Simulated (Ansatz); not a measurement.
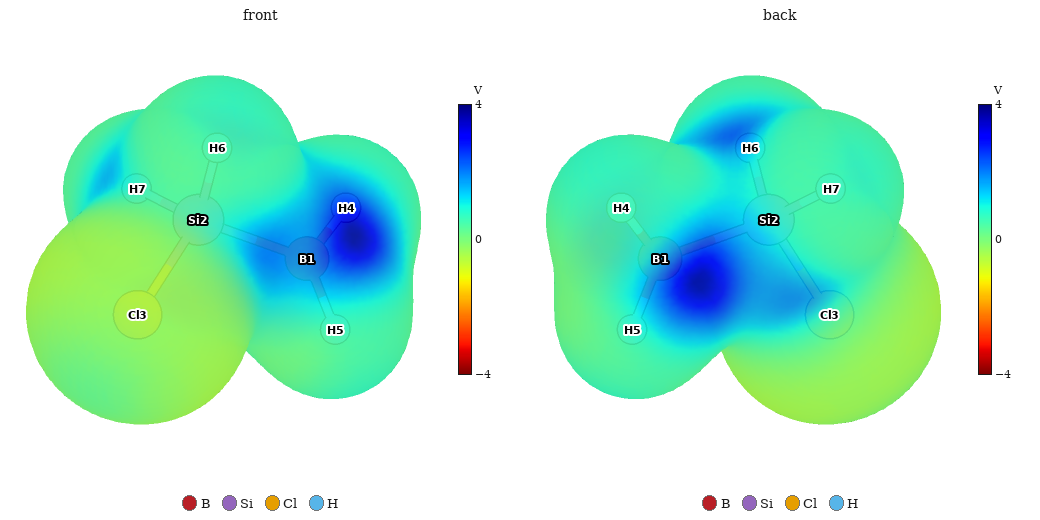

Figure. BClH4Si (SMILES B[SiH2]Cl). The electrostatic potential painted on the density surface at 0.004 e/bohr³, seen from the front and from behind; red is negative and blue positive.

Geometry: PBE0-D4/def2-TZVP.

Computed with Ansatz, RKS PBE0-D4/def2-TZVPP.

```xyz
7

B    -1.0197    0.0030   -0.6896
Si    0.6270   -0.1059    0.4452
Cl    1.7937    1.5959    0.3803
H    -1.7463   -0.9474   -0.7193
H    -1.3158    0.9630   -1.3333
H     0.2456   -0.3314    1.8661
H     1.4769   -1.2453    0.0048
```

**Describe the electrostatic potential map.**

The most negative region (about −0.5 V) lies over Cl3, the most positive (about +3.5 V) over B1. Cl3 shows a σ-hole: about +0.2 V at the tip opposite its bond, against about −0.4 V on its flanks.
